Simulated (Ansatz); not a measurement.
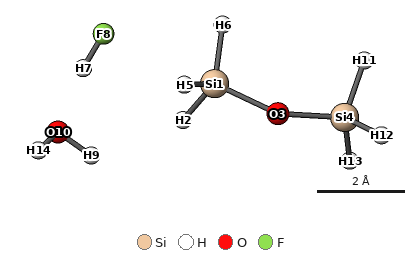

The structure (ball-and-stick view, seen at a tilt; atoms are numbered from 1 in the order of the input). Bond lengths as drawn: F–H 0.95 Å, H–O 0.96 Å, H–Si 1.48 to 1.49 Å and O–Si 1.63 to 1.64 Å.

Si₂H₉O₂F: single-point calculation

Si₂H₉O₂F, computed with RKS PBE0-D4/def2-TZVPP (Ansatz 0.2.0).

The geometry is the reactant side of a reaction. The reaction was set up to form Si1–F8, H7–O10 and H2–H9 and to break Si1–H2, H7–F8 and H9–O10 (atoms counted from 1 in the order of the input); sticks are drawn by distance alone. The geometry comes from this level: PBE0-D4/def2-TZVP.

Input file:
```yaml
crystal:
  periodic: [false, false, false]
  atoms:
    - {symbol: Si, position_ang: [0.099690, 0.531901, 0.218978]}
    - {symbol: H, position_ang: [-0.318748, -0.889278, 0.050774]}
    - {symbol: O, position_ang: [0.208744, 1.186161, -1.284553]}
    - {symbol: Si, position_ang: [-0.594027, 1.948698, -2.482432]}
    - {symbol: H, position_ang: [1.451219, 0.595159, 0.816777]}
    - {symbol: H, position_ang: [-0.908339, 1.278303, 1.004049]}
    - {symbol: H, position_ang: [0.175512, -1.528398, 2.566997]}
    - {symbol: F, position_ang: [-0.040083, -0.636730, 2.812081]}
    - {symbol: H, position_ang: [0.394762, -2.859804, 0.963440]}
    - {symbol: O, position_ang: [0.558527, -2.959868, 1.906905]}
    - {symbol: H, position_ang: [-1.634313, 2.851557, -1.920874]}
    - {symbol: H, position_ang: [0.377164, 2.743586, -3.273929]}
    - {symbol: H, position_ang: [-1.250944, 0.954486, -3.372037]}
    - {symbol: H, position_ang: [1.480735, -3.215774, 1.993823]}
basis:
  gaussian: {orbitals: def2-TZVPP}
hamiltonian: {xc: pbe0, dispersion: d4}
output: {orbitals: {seedname: orbitals}}
```

Machine: 8 threads of Intel Xeon @ 2.50GHz, 180 GiB of memory available, shared host.

Run as:
```bash
ansatz run in.yaml --threads 8 --pin off --events-out ev --progress --plain --max-ram 19148MiB
```

What the program printed:
```
Functional definition: PBE0
  name "PBE0"
  cite "Adamo & Barone, J. Chem. Phys. 110, 6158 (1999) doi:10.1063/1.478522"
  cite "Perdew, Burke & Ernzerhof, Phys. Rev. Lett. 77, 3865 (1996) doi:10.1103/PhysRevLett.77.3865"
  parent pbe
  parameter a = 0.25
  parameter kappa = 0.804
  parameter beta = 0.06672455060314922
  exchange = (1 - a)*pbe_x(kappa = kappa, mu = beta*pi^2/3) + a*exact_x
  correlation = pbe_c(beta = beta)
1571 factors; their error is unknown
mean field evaluation 1: about -22696.7829 eV, gradient 7.4e1 eV
mean field evaluation 2: about -22683.1424 eV, gradient 1.1e2 eV
mean field evaluation 4: about -22705.0529 eV, gradient 6.2e0 eV
mean field evaluation 8: about -22705.1052 eV, gradient 8.6e-2 eV
mean field evaluation 16: about -22705.1586 eV, gradient 4.1e-5 eV
mean field -22705.15861182 eV, -834.3991888751 hartree, gradient 4.1e-5 eV, S^2 0.000000; 0 other end points of the search recorded, 0 dependent functions left out
reference -22705.15865016 eV, -834.3991902840 hartree; 31, 31 occupied and 272, 272 virtual orbitals, 1571 factors
Total energy: -22705.34909739 eV, -834.4061890909 hartree
```

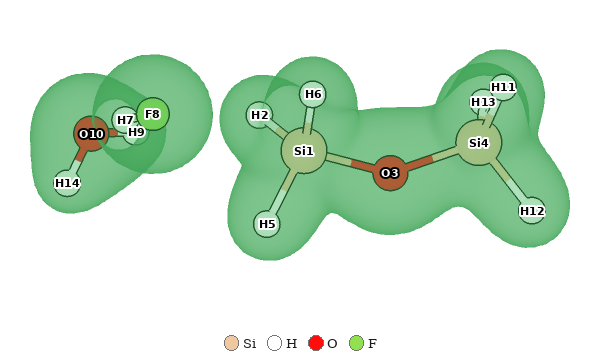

Isosurface of the total electron density at 0.2 e/Å³ (green), seen from the side. At this value the surface falls into two separate pieces. On the grid the lowest density along these lines, outside the cores, is 0.37 e/Å³ (O···H, 1.62 Å), 1 e/Å³ (Si–O, 1.63 Å), 2.3 e/Å³ (F–H, 0.95 Å) and 2.5 e/Å³ (O–H, 0.96 Å).

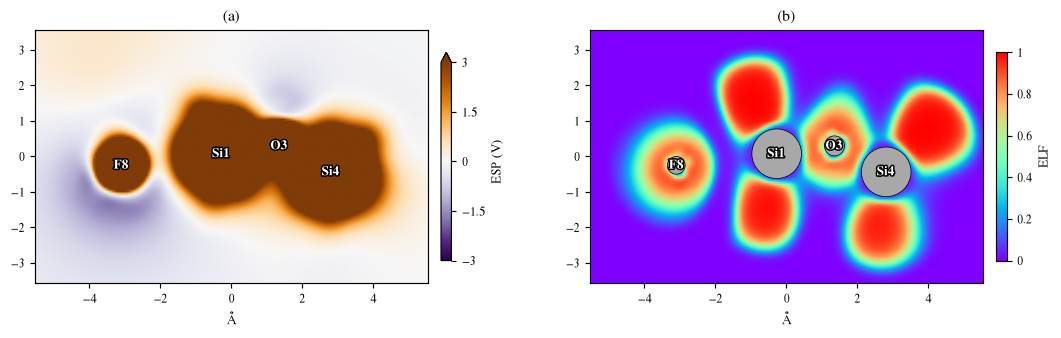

(a) molecular electrostatic potential; (b) electron localisation function on the plane of atoms Si1, O3 and Si4. Grey discs, where drawn, cover atomic cores. Si–O (1.63 Å): the ELF peaks at about 0.85 between the atoms (a shared but strongly polarised pair).

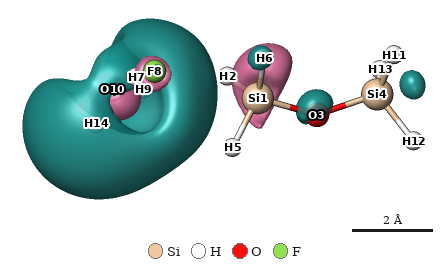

One frontier orbital at ±0.08 Å⁻³ᐟ² (teal and pink are the two phases), seen from the side. The LUMO, at −0.06 eV. By Hirshfeld shares it lies mainly on H14 (30 %), H9 (25 %), O10 (20 %) and Si1 (10 %).

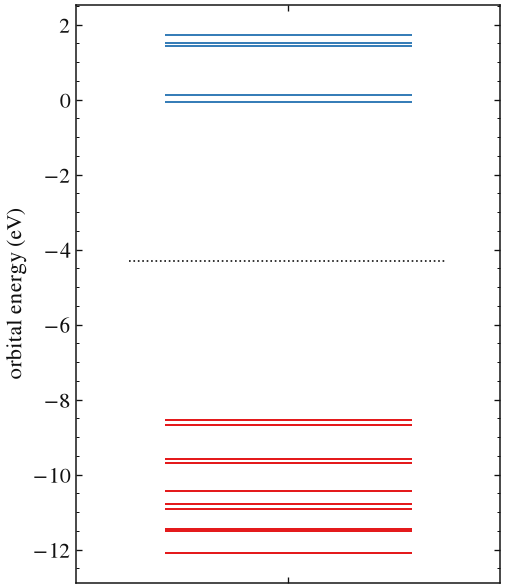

Orbital energies near the frontier; the dotted line parts filled from empty levels, and levels within 0.02 eV of each other stand side by side. Highest filled −8.53 eV, lowest empty −0.06 eV, 8.47 eV apart.

Results in brief:

```csv
quantity,value
outcome,converged
total energy,−22705.3491 eV
mean-field energy,−22705.1587 eV
dispersion energy,−0.1904 eV
SCF solution under orbital rotations,stable
HOMO,−8.53 eV
LUMO,−0.06 eV
wall time,8.6 s (CPU time 29 s)
peak memory,0.86 GiB
```
